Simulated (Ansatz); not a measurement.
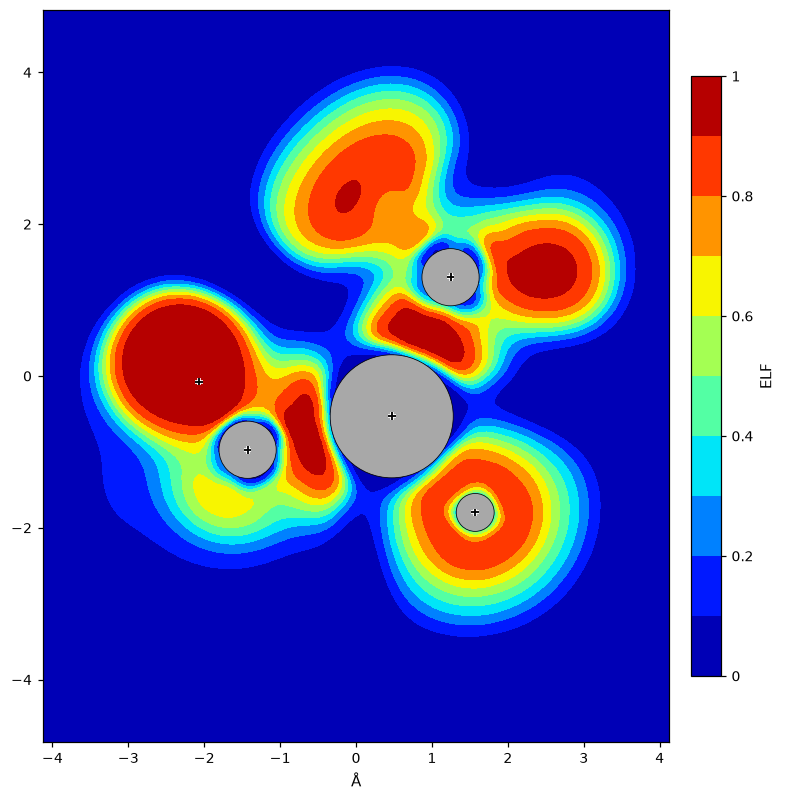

The ELF on a plane through atoms (crosses mark nuclei in the plane; grey discs cover the cores).

Computed with isolated molecule in a Gaussian basis; Kohn-Sham density functional theory, functional PBE0 (Ansatz).

Candidates:
A. CBCu
B. ClGaH6NSi (charge +1)
C. C3H8AlFO

### Which system is this?

Candidate C: C3H8AlFO on the plane of atoms C2, Al4 and C3, which holds C, Al, F and H. Al–F (1.68 Å): the ELF peaks at about 0.85 in the valence shell of F, 0.5 Å from its nucleus, and is about 0.30 at the midpoint. C–Al (1.95 Å): the ELF peaks at about 0.95 between the atoms (a shared but strongly polarised pair).
